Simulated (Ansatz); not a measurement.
```xyz
10

C    -0.2839    0.8266   -2.8464
C     0.3216    1.0724   -1.4836
C     0.5155    1.2942    0.6690
F    -0.7933   -0.4150   -2.9368
F     0.6707    0.9626   -3.7992
F    -1.2677    1.7052   -3.1088
N    -0.3482    1.0229   -0.3569
N     1.7926    1.5466    0.4117
S     2.0064    1.4540   -1.2431
H     0.1587    1.3051    1.7109
```

Geometry: PBE-D3(BJ)/def2-SVP.

All numbers below come from isolated molecule in a Gaussian basis; Kohn-Sham density functional theory, functional PBE0 in Ansatz 0.2.0.

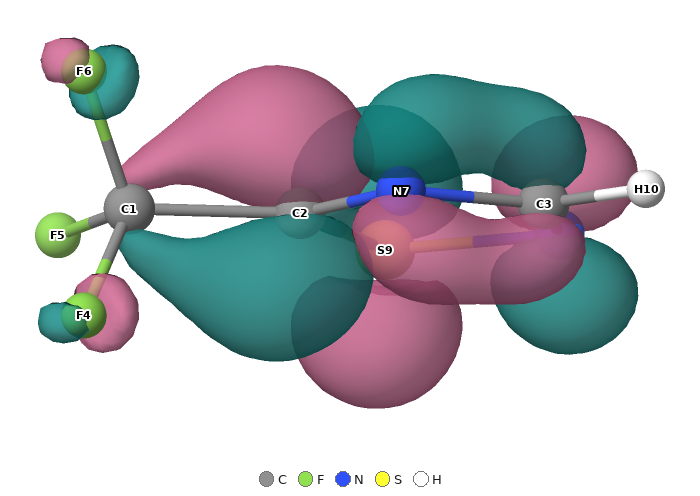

C3HF3N2S (SMILES FC(F)(F)c1ncns1). The LUMO at ±0.15 Å⁻³ᐟ² (teal and pink are the two phases), seen from one side.

Describe this orbital and give its energy.

By Hirshfeld shares it lies mainly on C2 (about 25 %), S9 (about 25 %), N8 (about 15 %), N7 (about 15 %) and C3 (about 10 %). Its energy is −2.46 eV.
